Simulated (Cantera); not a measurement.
Feed: 1 mol MgO, a varied amount of NF3, equilibrated at 1577 °C and 13.3 mbar.

Cantera equilibrium calculation (NASA polynomials, part measured and part estimated; ideal gas, pure solids and liquids). Candidate condensed phases: Mg, MgF2, MgO; 24 gas species. Mutual solubility and eutectic melting of coexisting phases are not modelled. Rates play no part.

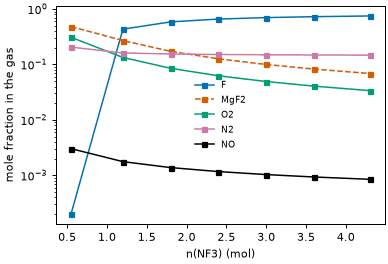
*Equilibrium gas composition (values under 1e-9 drawn at 1e-9)*

At 0.55 mol NF3 the condensed part is MgF2(l) + MgO(s). From 1.2 mol NF3 to 4.3 mol NF3 nothing is condensed. The main Mg-bearing gas is MgF2 throughout.
